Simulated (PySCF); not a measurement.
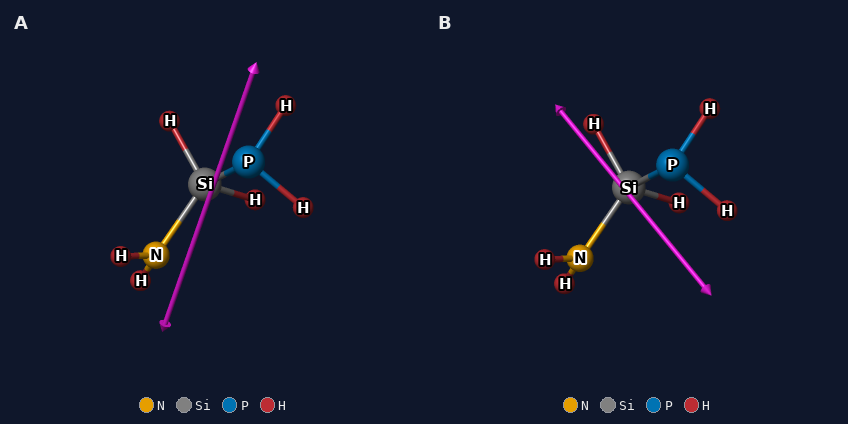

The double arrows show the directions of two transition dipoles from the ground state (lengths mean nothing). The computed structure is the end point of a PBE0-D3(BJ)/def2-SVP optimisation. No frequency run is at hand to confirm it as a minimum. Properties computed with TDDFT BHandHLYP/def2-SVPD, vertical, gas phase, core orbitals frozen in the response (PySCF 2.14.0).

One belongs to singlet state 1 and one to singlet state 7. Which is which?

Answer. A: state 1, 6.47 eV (192 nm), oscillator strength 0.023, mainly HOMO → LUMO (weight 0.58).
B: state 7, 7.94 eV (156 nm), oscillator strength 0.045, mainly HOMO−1 → LUMO+3 (weight 0.56).
